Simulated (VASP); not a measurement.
Band structure of PtCl2 (space group Pnnm). All values below come from PBEsol GGA, VASP's PBE PAW potentials (set 64) (plane waves; VASP).

Without a dispersion term in the relaxation, distances and binding between the weakly bound layers, chains or molecules are unreliable, and so is what depends on them. Unless said otherwise, spin-orbit coupling is left out, though it shifts the bands of the heavy elements here.

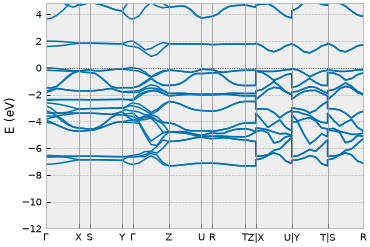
Fig. 1. Bands along high-symmetry lines, zero at the valence-band maximum or, without a gap, the Fermi level

### Question
Read the plot: is there a gap, and where are the band edges?

### Answer
The gap is indirect, 0.85 eV, from the valence maximum at Γ to the conduction minimum at Γ-Z at 0.50. (Edges off the drawn lines would not show.)

The structure comes from a computed database's PtCl2 entry (Pnnm); how it stands against other phases isn't given here. It was relaxed first.
